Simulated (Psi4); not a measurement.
**SiF3 (trifluorosilyl) at 3 levels**

Wanted: a comparison of 3 runs (U-r2SCAN/aug-cc-pVDZ, UBLYP/aug-cc-pVDZ, UM06-L/aug-cc-pVDZ) of SiF3 (trifluorosilyl). 

The results are computed with Psi4 1.11.

## (1) The system as given

SiF3 has 4 atoms, charge 0, and is taken as a doublet. SMILES: `F[Si](F)F`. One bond was lengthened or shortened from a relaxed shape.

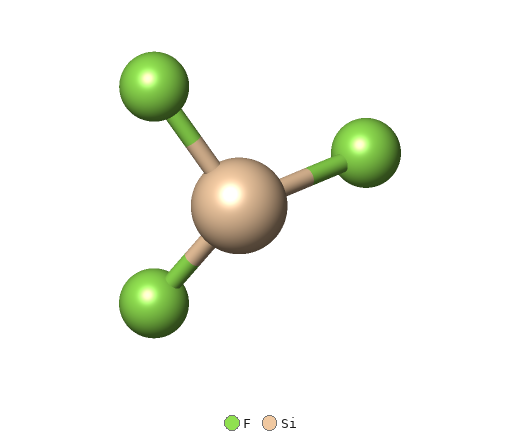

Viewed from a chosen angle; fluorine green, silicon light orange.

## (2) Energy and forces at U-r2SCAN/aug-cc-pVDZ (run 1)

File f3si.inp:

```
memory 1.6 GB

molecule {
  0 2
  F      0.944990    -0.615055     1.289313
  Si    -0.282750     0.213060     0.234280
  F     -0.994260    -0.892250    -0.644340
  F      0.492160     1.186230    -0.741640
  symmetry c1
  no_reorient
  no_com
}

set {
  basis aug-cc-pVDZ
  reference uks
  puream true
  e_convergence 1e-09
  d_convergence 1e-08
  scf_type pk
  dft_radial_points 99
  dft_spherical_points 590
  maxiter 100
}

e_tot, wfn = gradient('r2scan', return_wfn=True)
oeprop(wfn, 'MAYER_INDICES', 'MULLIKEN_CHARGES', 'WIBERG_LOWDIN_INDICES', title='R2SCAN')
print_variables()
```

Started as:

```bash
$ psi4 -n 1 f3si.inp f3si.out
```

f3si.out:

```text
[...]
  Running in c1 symmetry.
[...]
  Nuclear repulsion =  168.918896705818327
[...]
  Multiplicity = 2
[...]
  Nalpha       = 21
  Nbeta        = 20
[...]
    Number of basis functions: 96
[...]
   @UKS iter   1:  -588.87294892027785   -4.19743e-01   6.94664e-03 ADIIS/DIIS
[...]
   @UKS iter  13:  -589.02070653265707   -2.27374e-13   2.09599e-09 DIIS
[...]
   @S^2 Observed:                7.522371001E-01
[...]
    Orbital Energies [Eh]
    ---------------------
    Alpha Occupied:
       1A    -66.015128     2A    -24.559736     3A    -24.559716
       4A    -24.513469     5A     -5.363891     6A     -3.707586
       7A     -3.707432     8A     -3.706642     9A     -1.219300
      10A     -1.200968    11A     -1.125590    12A     -0.572057
      13A     -0.505762    14A     -0.477623    15A     -0.469590
      16A     -0.438019    17A     -0.432234    18A     -0.425296
      19A     -0.377159    20A     -0.371558    21A     -0.275242
    Alpha Virtual:
      22A     -0.024571    23A     -0.012517    24A      0.006511
      25A      0.042213    26A      0.060426    27A      0.064295
[...]
  @UKS Final Energy:  -589.02070653265707
   => Energetics <=
    Nuclear Repulsion Energy =            168.9188967058183266
    One-Electron Energy =               -1154.7518127145822291
    Two-Electron Energy =                 449.0111502677726776
    DFT Exchange-Correlation Energy =     -52.1989407916657981
    Empirical Dispersion Energy =           0.0000000000000000
    VV10 Nonlocal Energy =                  0.0000000000000000
    Total Energy =                       -589.0207065326570728
[...]
 Multipole Moments:
 ------------------------------------------------------------------------------------
     Multipole            Electronic (a.u.)      Nuclear  (a.u.)        Total (a.u.)
 ------------------------------------------------------------------------------------
 L = 1.  Multiply by 2.5417464519 to convert [e a0] to [Debye]
 Dipole X            :         -0.6464782            0.0519864           -0.5944918
 Dipole Y            :          0.2473447            0.1760563            0.4234010
 Dipole Z            :         -4.5830898            4.5540831           -0.0290067
 Magnitude           :                                                    0.7304316
[...]
  -Total Gradient:
     Atom            X                  Y                   Z
    ------   -----------------  -----------------  -----------------
       1        0.045088195872    -0.030329609177     0.040201163357
       2       -0.042230675545     0.026696006164    -0.073946363687
       3        0.012482466014     0.021618650143     0.016040693189
       4       -0.015655273960    -0.017747688572     0.017884635159
[...]
  Mulliken Charges: (a.u.)
   Center  Symbol    Alpha    Beta     Spin     Total
       1     F     4.77922  4.72768  0.05153 -0.50690
       2    SI     6.68374  5.71748  0.96626  1.59878
       3     F     4.76850  4.77741 -0.00891 -0.54592
       4     F     4.76854  4.77743 -0.00889 -0.54596
   Total alpha = 21.00000, Total beta = 20.00000, Total charge = -0.00000
  Mayer Bond Indices:
  Total Bond Index:
  Irrep: 1 Size: 4 x 4
[...]
```

Wall time 86 s (1 thread of Intel Xeon Platinum 8259CL at 2.50GHz (Skylake/Cascade Lake), shared host); peak memory 0.91 GiB.

## (3) A single-point energy at UBLYP/aug-cc-pVDZ (run 2)

File input.in:

```
memory 1600 mb

molecule molecule1 {
  0 2
  F
  Si 1 r2
  F 2 r3 1 a3
  F 2 r4 3 a4 1 d4

  r2 = 1.8183
  r3 = 1.581117
  a3 = 107.93279
  r4 = 1.581128
  a4 = 107.92824
  d4 = 116.38705
  symmetry c1
}

set globals {
  reference            uks
  puream               true
  e_convergence        1e-09
  d_convergence        1e-08
  scf_type             pk
  dft_radial_points    99
  dft_spherical_points 590
  maxiter              100
}

e_tot, wfn = energy("blyp/aug-cc-pVDZ", return_wfn=True)
oeprop(wfn, "WIBERG_LOWDIN_INDICES", "LOWDIN_CHARGES", "DIPOLE")
```

Started as:

```bash
$ psi4 -i input.in -o input.out -n 1
```

input.out:

```text
[...]
  Running in c1 symmetry.
[...]
  Nuclear repulsion =  168.918873944080616
[...]
  Multiplicity = 2
[...]
  Nalpha       = 21
  Nbeta        = 20
[...]
    Number of basis functions: 96
[...]
   @UKS iter   1:  -588.97082789364060   -3.11158e-01   7.61028e-03 ADIIS/DIIS
[...]
   @UKS iter  12:  -589.14822189856136   -8.64020e-12   6.15951e-09 DIIS
[...]
   @S^2 Observed:                7.511288042E-01
[...]
    Orbital Energies [Eh]
    ---------------------
    Alpha Occupied:
       1A    -65.660945     2A    -24.362088     3A    -24.362069
       4A    -24.318478     5A     -5.210732     6A     -3.631413
       7A     -3.630984     8A     -3.630585     9A     -1.150236
      10A     -1.131253    11A     -1.058925    12A     -0.546528
      13A     -0.481913    14A     -0.454826    15A     -0.445260
      16A     -0.415027    17A     -0.410718    18A     -0.402742
      19A     -0.357034    20A     -0.351580    21A     -0.254391
    Alpha Virtual:
      22A     -0.032873    23A     -0.022973    24A     -0.016716
      25A      0.009669    26A      0.041761    27A      0.049243
[...]
  @UKS Final Energy:  -589.14822189856136
   => Energetics <=
    Nuclear Repulsion Energy =            168.9188739440806160
    One-Electron Energy =               -1154.5122135312526552
    Two-Electron Energy =                 448.7277940896893824
    DFT Exchange-Correlation Energy =     -52.2826764010786817
    Empirical Dispersion Energy =           0.0000000000000000
    VV10 Nonlocal Energy =                  0.0000000000000000
    Total Energy =                       -589.1482218985613599
[...]
 Multipole Moments:
 ------------------------------------------------------------------------------------
     Multipole            Electronic (a.u.)      Nuclear  (a.u.)        Total (a.u.)
 ------------------------------------------------------------------------------------
 L = 1.  Multiply by 2.5417464519 to convert [e a0] to [Debye]
 Dipole X            :         -0.0902171            0.4251358            0.3349187
 Dipole Y            :         -0.0560533            0.2635390            0.2074857
 Dipole Z            :          0.3301071            0.2666461            0.5967532
 Magnitude           :                                                    0.7150771
[...]
```

It took 26 s on 1 thread of Intel Xeon Platinum 8259CL at 2.50GHz (Skylake/Cascade Lake), shared host; peak memory 0.74 GiB.

## (4) Energy and forces at UM06-L/aug-cc-pVDZ (run 3)

File run.py:

```python
import psi4

psi4.set_memory('1600 MB')
psi4.set_num_threads(1)
psi4.set_output_file('f3si.out', False)

geom = psi4.geometry("""
0 2
F
Si 1 1.8183
F 2 1.581117 1 107.93279
F 2 1.581128 3 107.92824 1 116.38705
symmetry c1
no_reorient
no_com
""")

options = {'reference': 'uks', 'puream': True, 'e_convergence': 1e-09, 'd_convergence': 1e-08, 'scf_type': 'pk', 'dft_radial_points': 99, 'dft_spherical_points': 590, 'maxiter': 100}
psi4.set_options(options)

E, wfn = psi4.gradient('m06-l/aug-cc-pVDZ', return_wfn=True)
print('gradient / Eh bohr^-1')
print(E.np.round(6))
print(f'energy = {wfn.energy():.10f} Eh')
```

Started as:

```bash
$ python run.py
```

f3si.out:

```text
[...]
  Running in c1 symmetry.
[...]
  Nuclear repulsion =  168.918873944080616
[...]
  Multiplicity = 2
[...]
  Nalpha       = 21
  Nbeta        = 20
[...]
    Number of basis functions: 96
[...]
   @UKS iter   1:  -588.95807189292043   -4.29933e-01   7.29903e-03 ADIIS/DIIS
[...]
   @UKS iter  13:  -589.11865250505355   -1.36424e-12   2.77304e-09 DIIS
[...]
   @S^2 Observed:                7.521521464E-01
[...]
    Orbital Energies [Eh]
    ---------------------
    Alpha Occupied:
       1A    -66.009658     2A    -24.560663     3A    -24.560643
       4A    -24.513329     5A     -5.399007     6A     -3.710051
       7A     -3.709493     8A     -3.708802     9A     -1.238480
      10A     -1.221630    11A     -1.145238    12A     -0.569402
      13A     -0.501483    14A     -0.471694    15A     -0.463226
      16A     -0.432620    17A     -0.426553    18A     -0.420354
      19A     -0.371536    20A     -0.366134    21A     -0.268735
    Alpha Virtual:
      22A     -0.016644    23A     -0.007211    24A     -0.001864
      25A      0.010685    26A      0.040092    27A      0.047308
[...]
  @UKS Final Energy:  -589.11865250505355
   => Energetics <=
    Nuclear Repulsion Energy =            168.9188739440806160
    One-Electron Energy =               -1154.9728353485954813
    Two-Electron Energy =                 449.2723651826340756
    DFT Exchange-Correlation Energy =     -52.3370562831727639
    Empirical Dispersion Energy =           0.0000000000000000
    VV10 Nonlocal Energy =                  0.0000000000000000
    Total Energy =                       -589.1186525050535465
[...]
 Multipole Moments:
 ------------------------------------------------------------------------------------
     Multipole            Electronic (a.u.)      Nuclear  (a.u.)        Total (a.u.)
 ------------------------------------------------------------------------------------
 L = 1.  Multiply by 2.5417464519 to convert [e a0] to [Debye]
 Dipole X            :         -0.0580582            0.4251358            0.3670777
 Dipole Y            :         -0.0361278            0.2635390            0.2274112
 Dipole Z            :          0.3534276            0.2666461            0.6200737
 Magnitude           :                                                    0.7556145
[...]
  -Total Gradient:
     Atom            X                  Y                   Z
    ------   -----------------  -----------------  -----------------
       1        0.001414604076     0.000890995342    -0.066707022905
       2       -0.026181884348    -0.016254817875     0.080999254069
       3        0.000804529612     0.026336226040    -0.006772676442
       4        0.023937684130    -0.010980276778    -0.006771618276
[...]
```

Standard output:

```text
gradient / Eh bohr^-1
[[ 0.001415  0.000891 -0.066707]
 [-0.026182 -0.016255  0.080999]
 [ 0.000805  0.026336 -0.006773]
 [ 0.023938 -0.01098  -0.006772]]
energy = -589.1186525051 Eh
```

Wall time 81 s (1 thread of Intel Xeon Platinum 8259CL at 2.50GHz (Skylake/Cascade Lake), shared host); peak memory 0.93 GiB.

## (5) All runs side by side

| run | level | task | properties | energy (Eh) | dipole moment (D) | HOMO energy (eV) | LUMO energy (eV) | wall time |
| --- | --- | --- | --- | --- | --- | --- | --- | --- |
| 1 | U-r2SCAN/aug-cc-pVDZ | gradient | (mayer, mulliken, wiberg) | -589.020707 | 1.86 | -7.49 | -4.59 | 86 s |
| 2 | UBLYP/aug-cc-pVDZ | energy | (wiberg, lowdin, dipole) | -589.148222 | 1.82 | -6.92 | -5.27 | 26 s |
| 3 | UM06-L/aug-cc-pVDZ | gradient | – | -589.118653 | 1.92 | -7.31 | -5.13 | 81 s |

## (6) Results

| quantity | value |
| --- | --- |
| run 3: total energy | -589.11865 Eh |
| run 3: dipole moment | 1.92 D |
| run 3: HOMO energy (highest over α and β) | -7.31 eV |
| run 3: LUMO energy (lowest over α and β) | -5.13 eV |
| run 3: ⟨S²⟩ | 0.752 |
| run 3: largest force on an atom | 4.456 eV/Å |

In words: The dipole moment (its size) runs from 1.82 D (UBLYP/aug-cc-pVDZ) to 1.92 D (UM06-L/aug-cc-pVDZ). Totals of different functionals can't be ranked against each other. All runs together took 3.2 min, the longest 86 s.
